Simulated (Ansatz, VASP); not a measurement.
# InAs: VASP beside Ansatz

Aim: how closely do two programs agree when they are given the same cell, functional and k mesh?

Method: plane waves, with VASP 6.6.1 beside it; zone-centre phonons at r2SCAN and relaxation of cell and atoms at r2SCAN with rVV10, in Ansatz 0.2.0.

**1. Set-up**

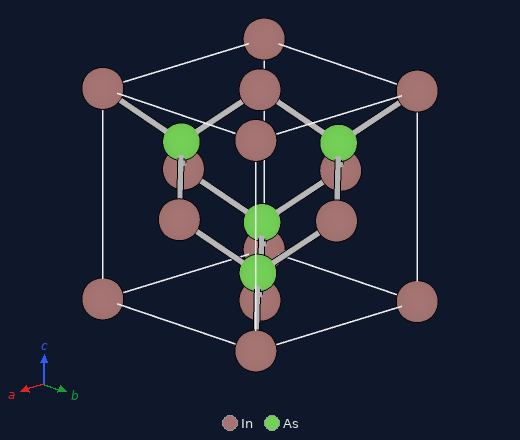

The cell as given, from a free direction (indium brown, arsenic green). This picture shows the conventional cell, with its axes. Bonds to atoms that aren't drawn are left out. Some periodic images of atoms are drawn too.

**2. Ansatz: zone-centre phonons, r2SCAN**

Ansatz runs on its default PAW (the set named soft_2) files.

Second derivatives magnify differences that forces hide, and they need a tight electronic threshold.

input.yaml

```yaml
crystal:
  lattice:
    - [0.0, 3.0548681054, 3.0548681054]
    - [3.0548681054, 0.0, 3.0548681054]
    - [3.0548681054, 3.0548681054, 0.0]
  atoms:
    - { symbol: In, position: [0.0, 0.0, 0.0] }
    - { symbol: As, position: [0.75, 0.75, 0.75] }
hamiltonian:
  xc: r2scan
  pseudopotentials: { kind: paw }
kpoints:
  mp_grid: { grid: [12, 12, 12] }
scf:
  occupations: { method: methfessel_paxton, width: 0.15 }
phonons:
  method: dfpt
  qpoints: [[0, 0, 0]]
```

On the command line:

```console
$ ansatz run input.yaml --threads 4 --pin off --max-ram 9216MiB --backend cpu --events-out ev --progress --plain --runs-dir out
```

Numbers of over 12 decimals in the logs are rounded to 6 here.

Output:

```text
Engine: ansatz 0.2.0, aarch64-unknown-linux-gnu
Pseudopotentials: kind: paw
Pseudopotential: In, paw, valence charge 13, recommended cutoff 500 eV (meta_gga), In.paw.azcp
Pseudopotential: As, paw, valence charge 15, recommended cutoff 500 eV (meta_gga), As.paw.azcp
Functional definition: r2SCAN
  parameter k0 = 0.174
  parameter k1 = 0.065
  parameter a1 = 4.9479
  exchange = r2scan_x(k0 = k0, k1 = k1, a1 = a1)
  correlation = r2scan_c
Crystal: 2 atoms, lattice volume = 57.017 Å³
Basis set: ecut = 500 eV, 1459 PW (Γ), exchange–correlation on 160×160×160 points (125 copies of the dense FFT grid, shifted against one another)
Bands: 18, of which v1, the nominal top of the filled ones, is band 14 counted from 1 (13 counted from 0)
Symmetry: 24 space group operations
k-points: 280 of 1728 (irreducible under 4 space group operations, time reversal used)
Non-local potential: In, projectors of the file, l = 0: 2, l = 1: 2, l = 2: 2, l = 3: 2
Non-local potential: As, projectors of the file, l = 0: 2, l = 1: 2, l = 2: 3, l = 3: 1
PAW form: soft (Blöchl's): semilocal exchange-correlation on the pseudo side does not see the compensation charge
PAW frozen core: In, regenerated for the run's functional (the file was generated under x = pbe(κ = 0.804, μ = 0.219515), c = pbe(β = 0.066725))
PAW frozen core: As, regenerated for the run's functional (the file was generated under x = pbe(κ = 0.804, μ = 0.219515), c = pbe(β = 0.066725))
PAW one-centre angular grid: In, 590 points (default); XC on 289 of its mesh's 2783 points in the sphere
PAW one-centre angular grid: As, 590 points (default); XC on 160 Gauss nodes
Initial density: superposition of atomic densities (neutral atoms: chi_scale 0, normalization atom), corrected by the library's trained network
Initial wavefunctions: pseudopotential atomic-orbital guess
Functional: x = r2scan, c = r2scan; τ floored in thin density (d = 2e-4 eV/Å³)
SCF iter   1: F=—  HF=-10477.173054 eV  |F-HF|=—  |Δ(HF+E_count)|=         —  Δρ=5.94e-3  dr2=1.14e-2  dr2_τ=7.49e-3  ethr=1.77e-3  ⟨swp⟩=5.0  Hψ=25066  notcnv=0
preconditioner: auto → Kerker (q_TF=auto, 2.423 Å⁻¹)  [metal: Δε(μ)=0.037 eV  Ē_g=15.397 eV  σ=0.150 eV  W_gap=0.20  n_scr=14 (ndim 8)  ℏωp=20.9 eV  f_vac=0.116  D(μ)=0.06/eV (n_scr^D=0)]
SCF iter   2: F=—  HF=-10477.179268 eV  |F-HF|=—  |Δ(HF+E_count)|=   6.21e-3  S|Δr|=    0.00e0  Δρ=2.76e-3  dr2=2.86e-3  dr2_τ=8.47e-5  ethr=4.09e-5  ⟨swp⟩=2.0  Hψ=12038  notcnv=0
SCF iter   3: F=—  HF=-10477.179317 eV  |F-HF|=—  |Δ(HF+E_count)|=   4.95e-5  S|Δr|=    0.00e0  Δρ=1.01e-3  dr2=6.85e-4  dr2_τ=9.36e-6  ethr=1.02e-5  ⟨swp⟩=2.7  Hψ=7539  notcnv=0
SCF iter   4: F=—  HF=-10477.179412 eV  |F-HF|=—  |Δ(HF+E_count)|=   9.47e-5  S|Δr|=    0.00e0  Δρ=3.97e-4  dr2=1.89e-4  dr2_τ=1.19e-6  ethr=2.45e-6  ⟨swp⟩=2.1  Hψ=8978  notcnv=0
SCF iter   5: F=—  HF=-10477.179439 eV  |F-HF|=—  |Δ(HF+E_count)|=   2.71e-5  S|Δr|=    0.00e0  Δρ=1.41e-4  dr2=2.56e-5  dr2_τ=1.11e-7  ethr=6.75e-7  ⟨swp⟩=3.0  Hψ=9114  notcnv=0
SCF iter   6: F=—  HF=-10477.179441 eV  |F-HF|=—  |Δ(HF+E_count)|=   1.73e-6  S|Δr|=    0.00e0  Δρ=4.51e-5  dr2=1.20e-6  dr2_τ=2.73e-8  ethr=9.13e-8  ⟨swp⟩=2.0  Hψ=7507  notcnv=0
SCF iter   7: F=—  HF=-10477.179443 eV  |F-HF|=—  |Δ(HF+E_count)|=   1.45e-6  S|Δr|=    0.00e0  Δρ=1.32e-5  dr2=1.14e-7  dr2_τ=9.87e-10  ethr=4.29e-9  ⟨swp⟩=2.0  Hψ=8704  notcnv=0
SCF iter   8: F=—  HF=-10477.179443 eV  |F-HF|=—  |Δ(HF+E_count)|=   6.09e-8  S|Δr|=    0.00e0  Δρ=2.59e-6  dr2=5.73e-9  dr2_τ=7.88e-11  ethr=4.08e-10  ⟨swp⟩=3.0  Hψ=8961  notcnv=0
SCF iter   9: F=—  HF=-10477.179443 eV  |F-HF|=—  |Δ(HF+E_count)|=   1.11e-9  S|Δr|=    0.00e0  Δρ=1.08e-6  dr2=1.53e-9  dr2_τ=5.83e-12  ethr=2.05e-11  ⟨swp⟩=2.0  Hψ=5882  notcnv=0
SCF iter  10: F=—  HF=-10477.179443 eV  |F-HF|=—  |Δ(HF+E_count)|=  2.62e-10  S|Δr|=    0.00e0  Δρ=2.71e-7  dr2=5.99e-11  dr2_τ=3.85e-13  ethr=5.45e-12  ⟨swp⟩=2.0  Hψ=5958  notcnv=0
SCF iter  11: F=-10477.179443 eV  HF=-10477.179443 eV  |F-HF|=7.28e-12  |Δ(HF+E_count)|=  1.82e-11  S|Δr|=    0.00e0  Δρ=4.84e-8  dr2=1.17e-12  dr2_τ=1.44e-14  ethr=1.00e-12  ⟨swp⟩=6.0  Hψ=21265  notcnv=0
SCF 1 converged in 11 iterations: F = -10477.179443 eV  dr2 = 1.17e-12
  greatest PAW one-centre occupation: 0.999 electrons in one spin orbital (limit 2), on the As atom at site 1 (counted from 0), in its partial waves of l = 2
DFPT response loops at Γ: preconditioner auto → Kerker (q_TF=auto, 2.423 Å⁻¹) (partly filled bands, converged f_vac=0.105); β = 1.00, the filter's whole step (`scf.mixing.beta` (0.50) is not read by the response loops under this deck's `scf.mixing.preconditioner`; to damp them name `kerker` or `kerker_dos`, under which they read `scf.mixing.beta`, and type it under 1.00, their step now; both keys bind the ground state too); Broyden in place of MSR1
SCF converged after 11 iterations
Stability not checked: this state was not tested for a lower state beside it, because cold or Methfessel-Paxton smearing, or corrected tetrahedra, fill the levels in a way that the test cannot read (fill_not_monotonic; see scf.lower_state_search)
Free energy (F): -10477.179443 eV
Harris-Foulkes:  -10477.179443 eV  (|F-HF|=7.28e-12)
Internal energy: -10477.179663 eV  (E = F + TS)
E sigma→0 (E₀):  -10477.179498 eV
Entropy (-TS):   0.000220 eV (0.110 meV/atom)
Fermi energy:    7.245207 eV
Step filling:    the computed levels leave a gap of 0.0805 eV = 0.5 smearing widths at the electron count; against every level under it full and every level over it empty, smearing changes F+E_penalty+E_count by +0.127 meV and its σ→0 estimate by +0.072 meV
--- Per-component energies (eV) ---
  E_band       = -340.304665
  E_kinetic    = 345.948244
  E_local      = -3319.785540  (includes V_loc(G=0)·N_el)
  E_nonlocal   = -302.039027
  E_hartree    = 1604.230416
  E_xc         = -274.694513
  E_vxc        = -190.431600  (∫ρ·V_xc dr)
  E_paw        = -6033.055066  (= ΣΔE_a)
  E_vpaw       = -94.215850  (= ΣTr[D̂ρ^β])
  E_aug_tail   = 0.000001  (compensation charges beyond the density's cutoff)
  E_vtau       = 11.758236  (kinetic-family band-sum trace: ∫τ·v_τ [+ j·A + Jᵃ·Aᵃ] dr)
  E_ewald      = -2497.292315
  E_core_change = -0.491862  (= ΣΔE_core)
  E_smearing   = 0.000220  (= −TS)
  E_closure    = 0.000000  (closes the sum)
  Σ components = -10477.179443   (vs F -10477.179443, Δ=0.00e0)
--- Band table (eV; the first three rows and the last of 280) ---
  k-point 0: bands = [... 10 lower, -4.8892, 7.2043, 7.2043, 7.2043, 7.2848, 11.4687, 11.4687, 11.4687]
  k-point 1: bands = [... 10 lower, -4.8169, 6.0390, 7.1167, 7.1167, 8.2130, 11.4920, 11.6021, 11.6021]
  k-point 2: bands = [... 10 lower, -4.6085, 4.7719, 6.9016, 6.9016, 8.7015, 11.8503, 11.9093, 11.9093]
  k-point 279: bands = [... 10 lower, -2.8670, 1.5543, 4.3028, 4.4076, 11.6667, 11.7864, 12.6169, 13.6981]
--- Phonons (Γ-DFPT): 2 representative perturbations + reference, on 280 of 1728 k-points (Σ response iterations 16) ---
  k mesh reduced under 4 symmetry operations, with k and −k counted as one. Each operation leaves every solved perturbation unchanged. A smaller set is not considered because the functional reads the kinetic-energy density
  ASR residual: 3.920e-5 → 0.000e0 eV/Å²; symmetrization residual: 7.229e-6 eV/Å²
  ASR residual per site (eV/Å²): 1.63e-5 3.92e-5
  Γ frequencies (cm⁻¹): 0.00 0.00 0.00 208.70 208.70 208.70
  non-analytic LO–TO correction: not included (Born effective charges unavailable; polar crystals: no LO–TO splitting at Γ)
--- Phonons (arbitrary-q DFPT): 1 explicit q-point ---
  q = [0, 0, 0] (of the zone-centre solve; hermiticity 1.99e-6, symmetrization 2.59e-13): -0.00 -0.00 0.00 208.70 208.70 208.70
  sum rule: each row above includes the acoustic sum rule's correction from the zone centre's row sums; it moved no ω² by more than (0.38 cm⁻¹)²
```

Wall time 1.8 min (4 threads of Arm Neoverse V2, shared host); peak memory 2.1 GiB; 6.9 min of CPU time.

**3. VASP: zone-centre phonons, r2SCAN**

The same cell, functional, mesh and smearing now go to VASP, with its own data sets and cutoff.

Lines of VASP's logs that name or quote its potential files are left out, and so is its time.

INCAR

```
SYSTEM = InAs
PREC = Accurate
ENCUT = 450
EDIFF = 1E-08
NELM = 100
ISMEAR = 1
SIGMA = 0.15
LREAL = .FALSE.
ALGO = Normal
METAGGA = R2SCAN
LASPH = .TRUE.
NBANDS = 15
LORBIT = 11
LWAVE = .FALSE.
LCHARG = .FALSE.
KPAR = 4
IBRION = 6
NFREE = 2
POTIM = 0.015
NSW = 1
ISIF = 2
```

POSCAR

```
InAs
1.0
    0.0000000000      3.0548681054      3.0548681054
    3.0548681054      0.0000000000      3.0548681054
    3.0548681054      3.0548681054      0.0000000000
In As
1 1
Direct
    0.0000000000      0.0000000000      0.0000000000
    0.7500000000      0.7500000000      0.7500000000
```

KPOINTS

```
Automatic mesh
0
Gamma
12 12 12
0 0 0
```

Potentials, in the order of the species: In_d and As (PBE family, release 64).

On the command line:

```console
$ mpirun -np 4 vasp_std
```

Output:

```text
[banner, memory and clock lines left out]
running    4 mpi-ranks, on    1 nodes
 distrk:  each k-point on    1 cores,    4 groups
 distr:  one band on    1 cores,    1 groups

 POSCAR found type information on POSCAR InAs
 POSCAR found :  2 types and       2 ions
|                                                                             |
|               ----> ADVICE to this user running VASP <----                  |
|                                                                             |
|     You enforced a specific xc type in the INCAR file but a different       |
|     [... a line on the potential file left out ...]
|     I HOPE YOU KNOW WHAT YOU ARE DOING!                                     |
|                                                                             |

 LDA part: xc-table for (None), standard interpolation
 POSCAR, INCAR and KPOINTS ok, starting setup
 FFT: planning ... GRIDC
 FFT: planning ... GRID_SOFT
 FFT: planning ... GRID
 WAVECAR not read
 entering main loop
       N       E                     dE             d eps       ncg     rms          rms(c)
DAV:   1     0.777386787892E+02    0.77739E+02   -0.78720E+03  2167   0.118E+03
DAV:   2    -0.340271589601E+02   -0.11177E+03   -0.10757E+03  2412   0.289E+02
DAV:   3    -0.412574657252E+02   -0.72303E+01   -0.71964E+01  2734   0.776E+01
DAV:   4    -0.414517456777E+02   -0.19428E+00   -0.19422E+00  2743   0.142E+01
DAV:   5    -0.414616104851E+02   -0.98648E-02   -0.98646E-02  3226   0.261E+00    0.590E+00
DAV:   6    -0.380687186721E+02    0.33929E+01   -0.15494E+00  2685   0.281E+01    0.290E+00
DAV:   7    -0.380520452446E+02    0.16673E-01   -0.21714E-01  2531   0.373E+00    0.176E+00
DAV:   8    -0.380598550990E+02   -0.78099E-02   -0.18830E-02  2853   0.123E+00    0.702E-01
DAV:   9    -0.380611747539E+02   -0.13197E-02   -0.18317E-03  2891   0.356E-01    0.201E-01
DAV:  10    -0.380612023999E+02   -0.27646E-04   -0.18531E-04  2968   0.131E-01    0.176E-01
DAV:  11    -0.380612382631E+02   -0.35863E-04   -0.80374E-05  2643   0.142E-01    0.421E-02
DAV:  12    -0.380612263386E+02    0.11924E-04   -0.24030E-05  2659   0.415E-02    0.419E-02
DAV:  13    -0.380612262329E+02    0.10569E-06   -0.53722E-06  2757   0.163E-02    0.164E-02
DAV:  14    -0.380612268563E+02   -0.62341E-06   -0.16040E-06  2834   0.230E-02    0.237E-02
DAV:  15    -0.380612267729E+02    0.83370E-07   -0.15712E-07  3338   0.645E-03    0.130E-02
DAV:  16    -0.380612267160E+02    0.56892E-07   -0.90224E-08  2799   0.532E-03    0.162E-03
DAV:  17    -0.380612267994E+02   -0.83381E-07   -0.19803E-08  2361   0.938E-04    0.300E-04
DAV:  18    -0.380612267985E+02    0.88835E-09   -0.15639E-09  1283   0.409E-04
   1 F= -.38061227E+02 E0= -.38061300E+02  d E =0.218624E-03
[...]
2 F= -.38060397E+02 E0= -.38060471E+02  d E =0.219562E-03
[...]
3 F= -.38060398E+02 E0= -.38060471E+02  d E =0.219565E-03
[...]
4 F= -.38060408E+02 E0= -.38060482E+02  d E =0.219565E-03
 Finite differences progress:
  Degree of freedom:   2/  2
  Displacement:        1/  2
  Total:               3/  4
 bond charge predicted
       N       E                     dE             d eps       ncg     rms          rms(c)
DAV:   1    -0.380585578713E+02    0.18505E-02   -0.25887E-01  8428   0.218E+00    0.208E-01
DAV:   2    -0.380603653204E+02   -0.18074E-02   -0.10144E-02 10416   0.663E-01    0.723E-02
DAV:   3    -0.380603884125E+02   -0.23092E-04   -0.16965E-04 10192   0.140E-01    0.277E-02
DAV:   4    -0.380604054914E+02   -0.17079E-04   -0.44304E-05 12703   0.654E-02    0.142E-02
DAV:   5    -0.380604074644E+02   -0.19729E-05   -0.43123E-06 10039   0.165E-02    0.373E-03
DAV:   6    -0.380604076004E+02   -0.13601E-06   -0.29577E-07 11453   0.404E-03    0.241E-03
DAV:   7    -0.380604076394E+02   -0.39030E-07   -0.46569E-08 10067   0.208E-03    0.238E-04
DAV:   8    -0.380604076361E+02    0.33097E-08   -0.30169E-09  6664   0.562E-04
   5 F= -.38060408E+02 E0= -.38060481E+02  d E =0.219565E-03
 Finite differences progress:
  Degree of freedom:   2/  2
  Displacement:        2/  2
  Total:               4/  4
```

From OUTCAR (step 3):

```text
ion  position               nearest neighbor table
   1  0.000  0.000  0.000-   2 2.65   2 2.65   2 2.65   2 2.65
   2  0.750  0.750  0.750-   1 2.65   1 2.65   1 2.65   1 2.65

  LATTYP: Found a face centered cubic cell.
 ALAT       =     6.1097362108

 Subroutine GETGRP returns: Found 24 space group operations
 (whereof 24 operations were pure point group operations)

The static configuration has the point symmetry T_d .

 Found     72 irreducible k-points:

   k-points           NKPTS =     72   k-points in BZ     NKDIM =     72   number of bands    NBANDS=     15

   dimension x,y,z NGX =    30 NGY =   30 NGZ =   30
   dimension x,y,z NGXF=    60 NGYF=   60 NGZF=   60

   ENCUT  =  450.0 eV  33.07 Ry    5.75 a.u.   7.47  7.47  7.47*2*pi/ulx,y,z

   NELECT =      18.0000    total number of electrons

 k-points in reciprocal lattice and weights: Automatic mesh
   0.00000000  0.00000000  0.00000000       0.001
   0.08333333  0.00000000  0.00000000       0.005
   0.16666667  0.00000000  0.00000000       0.005
   0.25000000  0.00000000  0.00000000       0.005
   0.33333333  0.00000000  0.00000000       0.005
   0.41666667  0.00000000  0.00000000       0.005
   0.50000000  0.00000000  0.00000000       0.002
   0.08333333  0.08333333  0.00000000       0.003
   0.16666667  0.08333333  0.00000000       0.014
[...]
-0.33333333  0.50000000  0.16666667       0.007
  -0.25000000  0.50000000  0.25000000       0.003

 average (electrostatic) potential at core
       1-102.4786       2 -54.4320

 E-fermi :   4.0077

 k-point     1 :       0.0000    0.0000    0.0000
  band No.  band energies     occupation
    ...
      6      -8.1361      2.00000
      7       3.9324      1.74210
      8       3.9627      1.48308
      9       3.9919      1.17727
     10       4.0415      0.62890
     11       8.1986      0.00000
     12       8.2192      0.00000
     13       8.2415      0.00000
     14      11.9129      0.00000
     15      14.0595      0.00000

 k-point     2 :       0.0833    0.0000    0.0000
  band No.  band energies     occupation
    ...
      5     -10.6946      2.00000
      6      -8.0638      2.00000
      7       2.8103      2.00000
      8       3.8454      2.06337
      9       3.8864      1.98451
     10       4.9727     -0.00000
     11       8.2304      0.00000
     12       8.3436      0.00000
     13       8.3750      0.00000
     14      12.3465      0.00000
    ...

 k-point     3 :       0.1667    0.0000    0.0000
  band No.  band energies     occupation
    ...
      5     -10.6944      2.00000
      6      -7.8554      2.00000
      7       1.5452      2.00000
      8       3.6312      2.00221
      9       3.6742      2.00727
     10       5.4506     -0.00000
     11       8.5926      0.00000
     12       8.6443      0.00000
     13       8.6832      0.00000
     14      13.0105      0.00000
    ...

  Total        0.0026097      0.0043880      0.0043880      0.0000000     -0.1101493      0.0000000
  in kB        0.0733328      0.1233026      0.1233026      0.0000000     -3.0951725      0.0000000
  external PRESSURE =       0.1066460 kB  Pullay stress =       0.0000000 kB

  energy-cutoff  :      450.00
  volume of cell :       57.02
      direct lattice vectors                 reciprocal lattice vectors
     0.000000000  3.054868105  3.054868105    -0.163673187  0.163673187  0.163673187
     3.054868105  0.000000000  3.054868105     0.163673187 -0.163673187  0.163673187
     3.054868105  3.054868105  0.000000000     0.163673187  0.163673187 -0.163673187

 POSITION                                       TOTAL-FORCE (eV/Angst)
 -----------------------------------------------------------------------------------
      0.00000      0.00000      0.00000        -0.109303      0.000000      0.000000
      4.56730      4.58230      4.58230         0.109303      0.000000      0.000000
 -----------------------------------------------------------------------------------
    total drift:                               -0.000030     -0.000006     -0.000006

  FREE ENERGIE OF THE ION-ELECTRON SYSTEM (eV)
  ---------------------------------------------------
  free  energy   TOTEN  =       -38.0604076361 eV

  energy  without entropy=      -38.0606272007  energy(sigma->0) =      -38.06048082

 Eigenvectors and eigenvalues of the dynamical matrix
 ----------------------------------------------------

   1 f  =    6.273818 THz    39.419559 2PiTHz  209.272029 cm-1    25.946413 meV
             X         Y         Z           dx          dy          dz
      0.000000  0.000000  0.000000     0.000000    0.629271    0.000000
      4.582302  4.582302  4.582302     0.000000   -0.777186    0.000000

   2 f  =    6.273818 THz    39.419559 2PiTHz  209.272029 cm-1    25.946413 meV
             X         Y         Z           dx          dy          dz
      0.000000  0.000000  0.000000    -0.629271    0.000000    0.000000
      4.582302  4.582302  4.582302     0.777186    0.000000    0.000000

   3 f  =    6.273818 THz    39.419559 2PiTHz  209.272029 cm-1    25.946413 meV
             X         Y         Z           dx          dy          dz
      0.000000  0.000000  0.000000     0.000000    0.000000   -0.629271
      4.582302  4.582302  4.582302     0.000000    0.000000    0.777186

   4 f/i=    0.007183 THz     0.045134 2PiTHz    0.239609 cm-1     0.029708 meV
             X         Y         Z           dx          dy          dz
      0.000000  0.000000  0.000000     0.777186    0.000000    0.000000
      4.582302  4.582302  4.582302     0.629271    0.000000    0.000000

   5 f/i=    0.007183 THz     0.045134 2PiTHz    0.239609 cm-1     0.029708 meV
             X         Y         Z           dx          dy          dz
      0.000000  0.000000  0.000000     0.000000   -0.777186    0.000000
      4.582302  4.582302  4.582302     0.000000   -0.629271    0.000000

   6 f/i=    0.007183 THz     0.045134 2PiTHz    0.239609 cm-1     0.029708 meV
             X         Y         Z           dx          dy          dz
      0.000000  0.000000  0.000000     0.000000    0.000000    0.777186
      4.582302  4.582302  4.582302     0.000000    0.000000    0.629271

 ELASTIC MODULI CONTR FROM IONIC RELAXATION (kBar)
 Direction    XX          YY          ZZ          XY          YZ          ZX
 --------------------------------------------------------------------------------
 XX          -0.0000     -0.0000     -0.0000     -0.0000      0.0000     -0.0000
 YY          -0.0000     -0.0000     -0.0000     -0.0000     -0.0000      0.0000
 ZZ          -0.0000     -0.0000     -0.0000      0.0000     -0.0000     -0.0000
 XY          -0.0000     -0.0000      0.0000   -207.0609      0.0000      0.0000
 YZ           0.0000     -0.0000     -0.0000      0.0000   -207.0609      0.0000
 ZX          -0.0000      0.0000     -0.0000      0.0000      0.0000   -207.0609
 --------------------------------------------------------------------------------

 total charge
# of ion       s       p       d       tot
------------------------------------------
    1        0.834   0.734   9.888  11.456
    2        1.215   1.596   0.021   2.832
--------------------------------------------------
tot          2.049   2.331   9.909  14.288

[... 3 further parts left out ...]
```

CONTCAR:

```
InAs
   1.00000000000000
     0.0000000000000000    3.0548681054000002    3.0548681054000002
     3.0548681054000002    0.0000000000000000    3.0548681054000002
     3.0548681054000002    3.0548681054000002    0.0000000000000000
  In              As
     1     1
Direct
     0.0000000000000000    0.0000000000000000    0.0000000000000000
     0.7524550978115037    0.7475449021884963    0.7475449021884963
```

[end of part 1 of 2]

[Lines on the potential files, build, host, timing and source positions are cut from VASP's logs without a mark.]

[Logs are printed without paths, hosts, clocks, repeated set-up lines and the standing remarks that a program may print on its own settings, such as how far it seeks lower states.]

[Hosts, paths, dates, database ids (printed as entryN), source tags and the programs' standing remarks are cut or masked in the printed files.]
